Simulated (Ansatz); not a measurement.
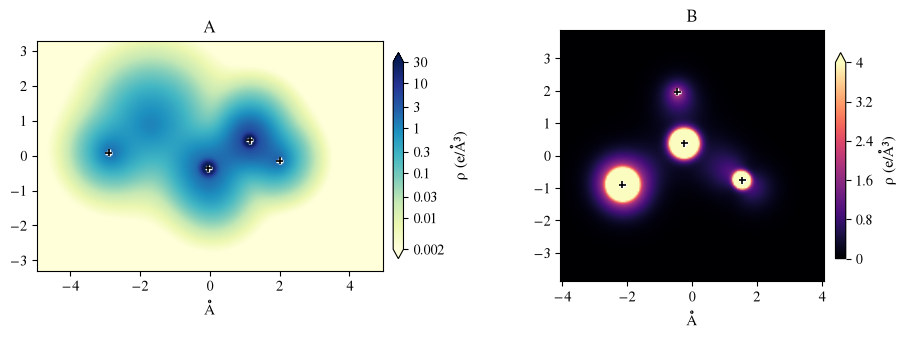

The total electron density of 2 systems, each on a plane through atoms (crosses mark nuclei in the plane).

Method: RKS PBE/def2-SVP in Ansatz 0.2.0.

System 1: AlBBrH$_{3}$, the plane of atoms B1, Al2 and H6. 

| atom | x (Å) | y (Å) | z (Å) |
| --- | --- | --- | --- |
| B | -0.7361 | 0.2763 | -0.8750 |
| Al | 0.5183 | 0.0187 | 0.8106 |
| Br | 1.6828 | -1.9560 | 0.8107 |
| H | -1.8906 | -0.1166 | -0.8983 |
| H | -0.3429 | 0.7915 | -1.9082 |
| H | 0.7686 | 0.9860 | 2.0602 |

System 2: CH$_{5}$NTe (SMILES NC[TeH]), the plane of atoms C2, N1 and H5. Core potentials replace the inner electrons of Te.

```yaml
atoms:
  - { symbol: N, position_ang: [-0.5434, 0.9240, -0.7369] }
  - { symbol: C, position_ang: [0.3005, 0.1665, 0.1415] }
  - { symbol: Te, position_ang: [-0.9516, -1.3728, 1.1651] }
  - { symbol: H, position_ang: [-0.7263, 0.4343, -1.6193] }
  - { symbol: H, position_ang: [-0.1515, 1.8492, -0.9452] }
  - { symbol: H, position_ang: [0.7041, 0.8201, 0.9375] }
  - { symbol: H, position_ang: [1.1420, -0.4070, -0.3097] }
  - { symbol: H, position_ang: [0.3184, -2.4714, 1.3113] }
```

Question: Match each panel to its system.

Answer: Panel A is system 2, CH$_{5}$NTe: the plane holds N, C and H. C–N (1.43 Å): the density is about 2 e/Å³ at the midpoint. Panel B is system 1, AlBBrH$_{3}$: the plane holds B, Al, Br and H. Al–B (2.12 Å): the density is about 0.59 e/Å³ at the midpoint.
